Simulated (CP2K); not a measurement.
# CH6SeSn (SMILES C[Se][SnH3]) at GFN2-xTB

What is the vertical ionisation energy of CH6SeSn at GFN2-xTB? Input form: an ASE script.

The results are computed with CP2K 2026.2.

## 1. The system as given

CH6SeSn: 9 atoms, total charge 0, spin state singlet. SMILES: `C[Se][SnH3]`. Geometry: a GFN2-xTB relaxation, a rough one for these elements and not checked as a minimum.

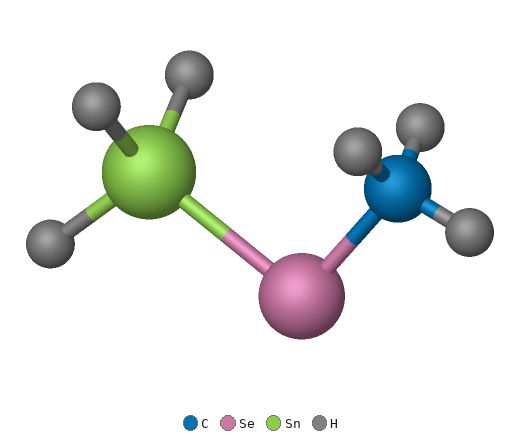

The structure, seen from a chosen angle (carbon blue, selenium pink, tin green, hydrogen grey).

## 2. Energy and forces at GFN2-xTB

Input file job.py:

```python
import numpy as np
from ase import Atoms
from ase.calculators.cp2k import CP2K

atoms = Atoms(['C', 'Se', 'Sn', 'H', 'H', 'H', 'H', 'H', 'H'],
              positions=[(-0.739930, 1.166920, -1.067050),
                         (-0.514920, -0.771860, -1.201830),
                         (0.686320, -1.164450, 0.966370),
                         (-1.326640, 1.410630, -0.186730),
                         (0.231900, 1.649220, -1.028300),
                         (-1.270830, 1.476950, -1.961900),
                         (2.118910, -0.286120, 1.062810),
                         (1.047870, -2.784910, 1.121560),
                         (-0.232670, -0.696380, 2.295060)])
atoms.set_cell([15.4, 16.4, 16.3])
atoms.center()
template = """
&FORCE_EVAL
    METHOD QUICKSTEP
    &DFT
        &QS
            METHOD XTB
            EPS_DEFAULT 1.0E-10
            &XTB
                GFN_TYPE TBLITE
                &TBLITE
                    METHOD GFN2
                &END TBLITE
                CHECK_ATOMIC_CHARGES F
            &END XTB
        &END QS
        ! isolated system
        &POISSON
            PERIODIC NONE
            POISSON_SOLVER ANALYTIC
        &END POISSON
        ! self-consistent field
        &SCF
            SCF_GUESS ATOMIC
            EPS_SCF 1.0E-06
            MAX_SCF 150
            ADDED_MOS 2
            &DIAGONALIZATION
                ALGORITHM STANDARD
            &END DIAGONALIZATION
            &MIXING
                METHOD DIRECT_P_MIXING
                ALPHA 0.4
            &END MIXING
            &SMEAR ON
                METHOD FERMI_DIRAC
                ELECTRONIC_TEMPERATURE [K] 300
            &END SMEAR
        &END SCF
        &PRINT
            &MOMENTS
                PERIODIC F
                REFERENCE COM
                MAX_MOMENT 1
            &END MOMENTS
            &MO ON
                ENERGIES T
                OCCUPATION_NUMBERS T
                NDIGITS 6
                &EACH
                    QS_SCF 0
                &END EACH
                ADD_LAST NUMERIC
            &END MO
            &HIRSHFELD OFF
            &END HIRSHFELD
        &END PRINT
    &END DFT
    &SUBSYS
    &END SUBSYS
&END FORCE_EVAL
"""
cp2k = CP2K(command="cp2k.psmp -s", label="job", inp=template, basis_set=None, basis_set_file=None, potential_file=None, pseudo_potential=None, xc=None, cutoff=None, max_scf=None, charge=None, uks=False,
            force_eval_method=None, print_level="LOW", poisson_solver=None, stress_tensor=False)
atoms.calc = cp2k
print("E / eV:", round(atoms.get_potential_energy(), 6))
forces = atoms.get_forces()
print(np.array2string(forces, precision=5, suppress_small=True))
print("largest force / (eV/A): %.4f" % np.linalg.norm(forces, axis=1).max())
```

Command:

```
$ OMP_NUM_THREADS=1 python job.py
```

The log of the run:

```text
E / eV: -284.91304
[[-0.00014 -0.00207  0.00001]
 [ 0.00537 -0.0017   0.01173]
 [ 0.00622  0.01427 -0.00222]
 [ 0.0006  -0.00115  0.0011 ]
 [ 0.00098  0.00058  0.00251]
 [-0.00411  0.00586 -0.0078 ]
 [-0.00632 -0.00617 -0.00508]
 [ 0.00303 -0.0105  -0.00026]
 [-0.00562  0.00089  0.00001]]
largest force / (eV/A): 0.0157
```

job.out:

```text
CP2K| version string:                                       CP2K version 2026.2
 CP2K| Input file name                                                   job.inp

 GLOBAL| Basis set file name                                           BASIS_SET
 GLOBAL| Potential file name                                           POTENTIAL
 GLOBAL| Coordinate file name                                      __STD_INPUT__
 GLOBAL| Method name                                                        CP2K
 GLOBAL| Project name                                                        job
 GLOBAL| Run type                                                   ENERGY_FORCE
 GLOBAL| FFT library                                                       FFTW3
 GLOBAL| Diagonalization library                                       ScaLAPACK
 GLOBAL| Global print level                                                  LOW
 GLOBAL| Total number of message passing processes                             1
 GLOBAL| Number of threads for this process                                    1
 GLOBAL| CPU model name                          Intel(R) Xeon(R) Platinum 8488C

 GENERATE|  Preliminary Number of Bonds generated:                             0
 GENERATE|  Achieved consistency in connectivity generation.

[... 3 lines left out ...]
 *** WARNING in qs_kind_types.F:2330 :: Information provided in the input ***
[... 5 lines left out ...]
 *** WARNING in qs_kind_types.F:2330 :: Information provided in the input ***
[... 78 lines left out ...]
  *** SCF run converged in    16 steps ***
[... 2 lines left out ...]
  Repulsive potential energy:                                   0.07007506710962
[... 1 line left out ...]
  Self-consistent dispersion energy:                           -0.00515899095406
[... 2 lines left out ...]
  Electronic entropic energy:                                  -0.00000000000000
[... 2 lines left out ...]
  Total energy:                                               -10.47036200515443
[... 2 lines left out ...]
 TB_DIPOLE| Dipole type                                             non-periodic
[... 1 line left out ...]
 TB_DIPOLE| Moment [a.u.]           0.20791470       0.40172069       0.51420618
[... 1 line left out ...]
 TB_DIPOLE| Derivative [a.u.]       0.00000000       0.00000000       0.00000000
[... 39 lines left out ...]
 -------------------------------------------------------------------------------
```

Run time: 1.9 s. Hardware: 1 thread of Intel Xeon Platinum 8488C (Sapphire Rapids), shared host; peak memory 0.19 GiB.

## 3. The doublet cation

Input file run.py:

```python
import numpy as np
from ase import Atoms
from ase.calculators.cp2k import CP2K

atoms = Atoms(['C', 'Se', 'Sn', 'H', 'H', 'H', 'H', 'H', 'H'],
              positions=[(-0.739930, 1.166920, -1.067050),
                         (-0.514920, -0.771860, -1.201830),
                         (0.686320, -1.164450, 0.966370),
                         (-1.326640, 1.410630, -0.186730),
                         (0.231900, 1.649220, -1.028300),
                         (-1.270830, 1.476950, -1.961900),
                         (2.118910, -0.286120, 1.062810),
                         (1.047870, -2.784910, 1.121560),
                         (-0.232670, -0.696380, 2.295060)])
atoms.set_cell([15.4, 16.4, 16.3])
atoms.center()
cp2k_input = """
&FORCE_EVAL
    METHOD QUICKSTEP
    &DFT
        CHARGE 1
        MULTIPLICITY 2
        UKS T
        &QS
            METHOD XTB
            EPS_DEFAULT 1.0E-10
            &XTB
                GFN_TYPE TBLITE
                &TBLITE
                    METHOD GFN2
                &END TBLITE
                CHECK_ATOMIC_CHARGES F
            &END XTB
        &END QS
        # no periodic images
        &POISSON
            PERIODIC NONE
            POISSON_SOLVER ANALYTIC
        &END POISSON
        &SCF
            SCF_GUESS ATOMIC
            EPS_SCF 1.0E-06
            MAX_SCF 150
            ADDED_MOS 8
            &DIAGONALIZATION
                ALGORITHM STANDARD
            &END DIAGONALIZATION
            &MIXING
                METHOD DIRECT_P_MIXING
                ALPHA 0.4
            &END MIXING
            &SMEAR ON
                METHOD FERMI_DIRAC
                ELECTRONIC_TEMPERATURE [K] 300
            &END SMEAR
        &END SCF
        # extra output
        &PRINT
            &MOMENTS
                PERIODIC F
                REFERENCE COM
                MAX_MOMENT 1
            &END MOMENTS
            &MO ON
                ENERGIES T
                OCCUPATION_NUMBERS T
                NDIGITS 6
                &EACH
                    QS_SCF 0
                &END EACH
                ADD_LAST NUMERIC
            &END MO
            &HIRSHFELD OFF
            &END HIRSHFELD
        &END PRINT
    &END DFT
    # atoms, cell and kinds
    &SUBSYS
    &END SUBSYS
&END FORCE_EVAL
"""
calculator = CP2K(command="cp2k.psmp -s", label="mol", inp=cp2k_input, basis_set=None, basis_set_file=None, potential_file=None, pseudo_potential=None, xc=None, cutoff=None, max_scf=None, charge=None, uks=False,
            force_eval_method=None, print_level="LOW", poisson_solver=None, stress_tensor=False)
atoms.calc = calculator
e = atoms.get_potential_energy()
f = atoms.get_forces()
print(f"energy = {e:.6f} eV")
print("forces (eV/angstrom):")
for s, v in zip(atoms.get_chemical_symbols(), f):
    print(f"{s:2s} {v[0]:10.5f} {v[1]:10.5f} {v[2]:10.5f}")
```

Command:

```
$ OMP_NUM_THREADS=1 python run.py
```

The log of the run:

```text
energy = -271.902547 eV
forces (eV/angstrom):
C    -0.08875   -0.40694   -0.27096
Se   -0.34031    0.45962   -0.51152
Sn    0.76875   -0.43780    1.29926
H     0.00248    0.03336    0.09054
H     0.06585    0.04280    0.05392
H    -0.02968    0.11505   -0.02843
H    -0.13892    0.07135   -0.22193
H    -0.10718    0.04407   -0.19068
H    -0.13224    0.07850   -0.22019
```

mol.out:

```text
CP2K| version string:                                       CP2K version 2026.2
 CP2K| Input file name                                                   mol.inp

 GLOBAL| Basis set file name                                           BASIS_SET
 GLOBAL| Potential file name                                           POTENTIAL
 GLOBAL| Coordinate file name                                      __STD_INPUT__
 GLOBAL| Method name                                                        CP2K
 GLOBAL| Project name                                                        mol
 GLOBAL| Run type                                                   ENERGY_FORCE
 GLOBAL| FFT library                                                       FFTW3
 GLOBAL| Diagonalization library                                       ScaLAPACK
 GLOBAL| Global print level                                                  LOW
 GLOBAL| Total number of message passing processes                             1
 GLOBAL| Number of threads for this process                                    1
 GLOBAL| CPU model name                          Intel(R) Xeon(R) Platinum 8488C

 GENERATE|  Preliminary Number of Bonds generated:                             0
 GENERATE|  Achieved consistency in connectivity generation.

[... 3 lines left out ...]
 *** WARNING in qs_kind_types.F:2330 :: Information provided in the input ***
[... 5 lines left out ...]
 *** WARNING in qs_kind_types.F:2330 :: Information provided in the input ***
[... 87 lines left out ...]
  *** SCF run converged in    17 steps ***
[... 2 lines left out ...]
  Repulsive potential energy:                                   0.07007506710962
[... 1 line left out ...]
  Self-consistent dispersion energy:                           -0.00438327060191
[... 2 lines left out ...]
  Electronic entropic energy:                                  -0.00000029844053
[... 2 lines left out ...]
  Total energy:                                                -9.99223516691099
[... 2 lines left out ...]
 TB_DIPOLE| Dipole type                                             non-periodic
[... 1 line left out ...]
 TB_DIPOLE| Moment [a.u.]          -0.35149254       0.98778893      -0.37801278
[... 1 line left out ...]
 TB_DIPOLE| Derivative [a.u.]       0.00000000       0.00000000       0.00000000
[... 49 lines left out ...]
 -------------------------------------------------------------------------------
```

It took 2 s on 1 thread of Intel Xeon Platinum 8488C (Sapphire Rapids), shared host; peak memory 0.19 GiB.

## 4. What came out

Level: GFN2-xTB.

| quantity | value |
| --- | --- |
| singlet CH6SeSn: total energy | -10.47036 Eh |
| singlet CH6SeSn: dipole moment (from atomic charges alone) | 1.74 D |
| singlet CH6SeSn: HOMO energy | -10.18 eV |
| singlet CH6SeSn: LUMO energy | -6.88 eV |
| singlet CH6SeSn: HOMO–LUMO gap | 3.30 eV |
| doublet cation: total energy | -9.99224 Eh |
| doublet cation: HOMO energy (highest over α and β) | -16.47 eV |
| doublet cation: LUMO energy (lowest over α and β) | -15.88 eV |
| vertical ionisation energy (to the doublet cation) | 13.010 eV |

In words: The vertical ionisation energy comes to 13.01 eV (1255 kJ/mol). No empirical shift is applied, and without it xTB methods put this difference several eV too high. The dipole (singlet CH6SeSn) comes from point charges on the atoms alone, without atomic dipoles, so it is partial.
